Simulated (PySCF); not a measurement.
# Excited-state calculation, with input and output: C2H11ClSi3

- system: C2H11ClSi3
- method: TDA HSE06/cc-pVDZ, vertical, IEF-PCM benzene (non-equilibrium linear response), core orbitals frozen in the response (PySCF 2.14.0)

The geometry comes from this level: GFN2-xTB. It belongs to a series of runs on one base structure; here: solvent benzene; HSE06/cc-pVDZ; 25 states, TDA; grid level 3.

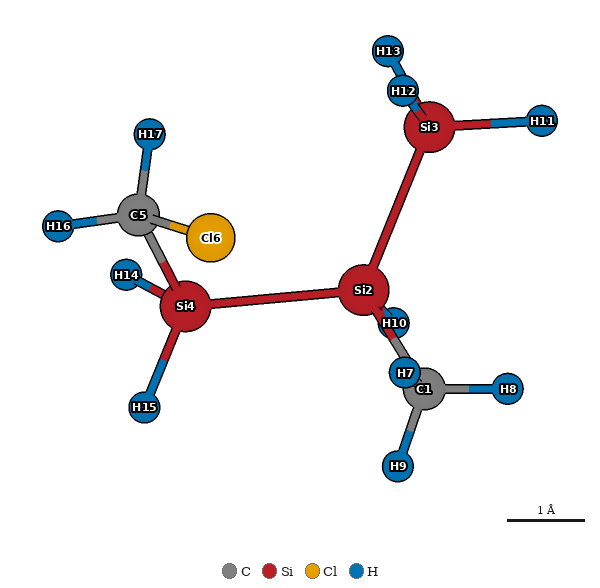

Fig. 1: The structure (ball-and-stick view, seen at a tilt; atoms are numbered from 1 in the order of the input). Bond lengths as drawn: C–Cl 1.79 Å, C–H 1.09 Å, C–Si 1.91 to 1.92 Å, H–Si 1.46 to 1.48 Å and Si–Si 2.33 Å.

**Input file**
```
{"job": {"kind": "uv", "xc": "HSE06", "basis": "cc-pVDZ", "solvent": "benzene", "nstates": 25, "ntriplets": 0, "tda": true, "grid": 3}, "charge": 0, "multiplicity": 1}
C     -1.097779     1.711873     1.017383
Si    -0.995984     0.381388    -0.348438
Si    -1.520036    -1.707809     0.538200
Si     1.084361     0.555044    -1.381238
C      2.295446    -0.606043    -0.450391
Cl     2.216275    -0.250162     1.297853
H     -0.365527     1.523065     1.797425
H     -2.078421     1.728052     1.485054
H     -0.906237     2.705920     0.622347
H     -2.009258     0.780886    -1.353604
H     -2.838941    -1.766796     1.175950
H     -0.555842    -2.150216     1.546802
H     -1.517830    -2.730683    -0.514280
H      1.167885     0.096687    -2.776627
H      1.739826     1.869113    -1.360843
H      3.332794    -0.470233    -0.744428
H      2.042269    -1.658053    -0.561073
```

The first line tells a small driver script what to run in PySCF; the rest is the geometry in Å.

Run as:
```bash
OMP_NUM_THREADS=1 python <driver script> task.json out
```

**Log**
```
coarse grid: 15488 points
cycle   1  E = -1410.8861970736  dE =  9.731e-02  |g| = 3.531e-01  |ddm| = 6.975e+00
cycle   2  E = -1410.8724405105  dE =  1.376e-02  |g| = 4.101e-01  |ddm| = 1.504e+00
cycle   3  E = -1410.9211011450  dE = -4.866e-02  |g| = 4.246e-02  |ddm| = 7.773e-01
cycle   4  E = -1410.9216545780  dE = -5.534e-04  |g| = 1.133e-02  |ddm| = 1.088e-01
cycle   5  E = -1410.9216939796  dE = -3.940e-05  |g| = 2.308e-03  |ddm| = 3.398e-02
cycle   6  E = -1410.9216957567  dE = -1.777e-06  |g| = 5.293e-04  |ddm| = 7.873e-03
final grid: 212544 points
cycle   7  E = -1410.9583491325  dE = -1.350e-05  |g| = 6.218e-03  |ddm| = 4.647e-02
cycle   8  E = -1410.9583387061  dE =  1.043e-05  |g| = 8.727e-03  |ddm| = 2.469e-02
cycle   9  E = -1410.9583593349  dE = -2.063e-05  |g| = 4.575e-04  |ddm| = 1.467e-02
cycle  10  E = -1410.9583593841  dE = -4.917e-08  |g| = 1.442e-04  |ddm| = 9.558e-04
cycle  11  E = -1410.9583593972  dE = -1.307e-08  |g| = 3.344e-05  |ddm| = 2.924e-04
cycle  12  E = -1410.9583593975  dE = -3.208e-10  |g| = 8.270e-06  |ddm| = 6.912e-05
```

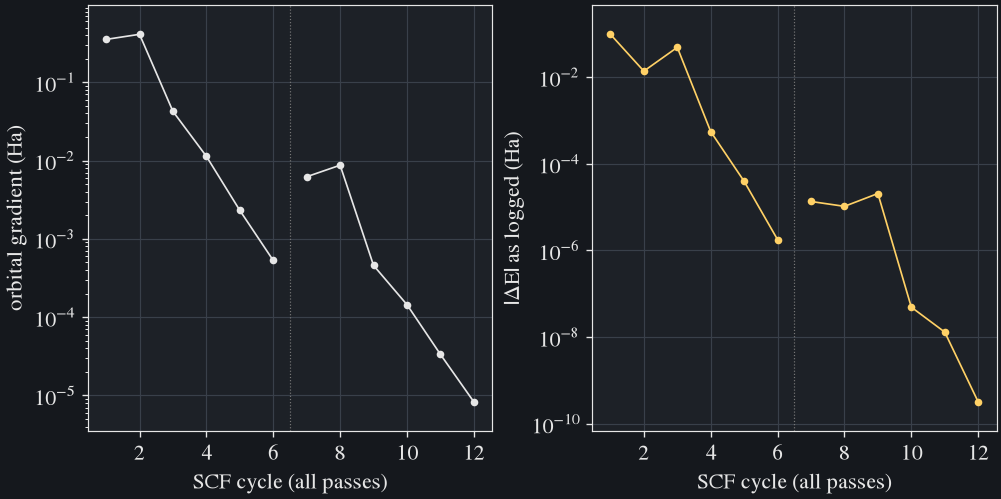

Fig. 2: Convergence of the self-consistent field: orbital gradient and size of the energy change against the SCF cycle. The dotted line marks the change from a coarse to the final integration grid. The first 6 cycles use a coarse grid, the final grid takes over at cycle 7, and the field converges after 12 cycles in all.

```
converged SCF energy = -1410.9583593975

Static polarisability (au): isotropic 128.903, principal 120.479 122.621 143.610

Singlet excitations
state   eV       nm        f      main configurations
  1   6.3052    196.6   0.01555   H->L 0.87, H-1->L 0.10
  2   6.5680    188.8   0.36509   H-1->L 0.80, H->L 0.09
  3   6.8604    180.7   0.01461   H-2->L 0.90
  4   6.9026    179.6   0.00102   H-3->L 0.90
  5   6.9441    178.5   0.04541   H->L+1 0.78
  6   7.0317    176.3   0.00557   H-1->L+1 0.75
  7   7.2464    171.1   0.00502   H-4->L 0.74, H-2->L+1 0.09, H->L+3 0.08
  8   7.2863    170.2   0.00613   H->L+3 0.71
  9   7.4694    166.0   0.08713   H->L+2 0.68, H-2->L+1 0.12
 10   7.5601    164.0   0.00556   H-3->L+1 0.47, H-2->L+1 0.34
 11   7.6150    162.8   0.03105   H-1->L+2 0.44, H-3->L+1 0.22, H->L+2 0.17
 12   7.7209    160.6   0.01415   H-1->L+3 0.35, H-3->L+3 0.19, H-2->L+3 0.14
 13   7.7514    160.0   0.09406   H-2->L+1 0.28, H-1->L+2 0.26, H-3->L+3 0.11
 14   7.9065    156.8   0.01814   H-2->L+2 0.29, H->L+4 0.17, H-5->L 0.15
 15   7.9472    156.0   0.04990   H->L+4 0.33, H-3->L+3 0.15, H-5->L 0.13
 16   7.9657    155.6   0.05664   H->L+4 0.36, H-5->L 0.36
 17   8.0009    155.0   0.06056   H-2->L+2 0.29, H-1->L+3 0.23, H-5->L 0.16
 18   8.1027    153.0   0.01294   H->L+5 0.54, H-1->L+4 0.21, H-4->L+1 0.11
 19   8.1400    152.3   0.14536   H-1->L+4 0.47, H->L+5 0.14, H-1->L+5 0.11
 20   8.1495    152.1   0.02378   H-3->L+2 0.72
 21   8.2133    151.0   0.03780   H-6->L 0.24, H-4->L+1 0.23, H-7->L 0.16
 22   8.2256    150.7   0.08256   H-7->L 0.27, H-6->L 0.21, H-4->L+1 0.16
 23   8.3077    149.2   0.13154   H-2->L+3 0.37, H-1->L+5 0.26, H-3->L+3 0.09
 24   8.3336    148.8   0.06128   H-7->L 0.29, H-6->L 0.20, H-2->L+4 0.18
 25   8.3941    147.7   0.18708   H-4->L+2 0.19, H-2->L+3 0.15, H-4->L+1 0.14
```

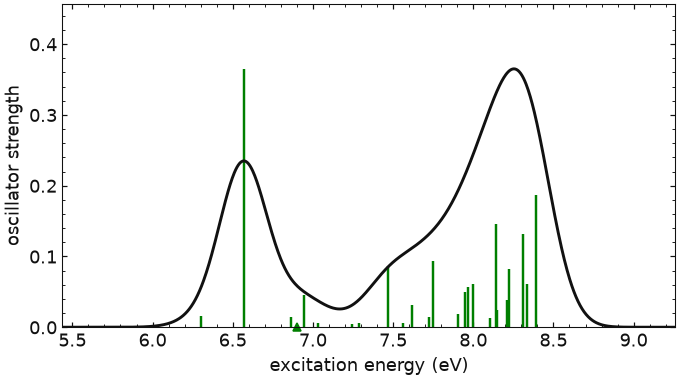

Fig. 3: Computed excitations as sticks (degenerate states added up, dark ones marked on the axis), with a Gaussian envelope of 0.35 eV full width at half maximum, scaled to the tallest. Of the 25 states the lowest lies at 6.31 eV (f = 0.016); the strongest line is at 6.57 eV, or 189 nm (f = 0.365).

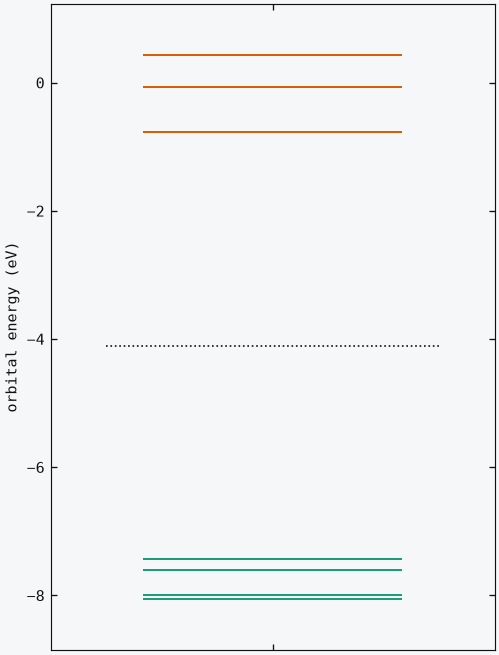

Fig. 4: Orbital energies near the frontier; the dotted line parts filled from empty levels, and levels within 0.02 eV of each other stand side by side. Highest filled −7.43 eV, lowest empty −0.78 eV, 6.65 eV apart.

**Key numbers**

- outcome: converged
- total energy: −1410.958359 hartree
- HOMO: −7.43 eV
- LUMO: −0.78 eV
- dipole moment: 1.08 D
- mean polarisability: 128.90 a.u.
- lowest excitation: 6.31 eV
- hardware: 1 CPU thread, shared host
- wall time: 33 s
- peak memory: 0.92 GiB

**Notes**

Settings chosen away from the usual ones: solvent benzene; HSE06/cc-pVDZ; 25 states, TDA; grid level 3.
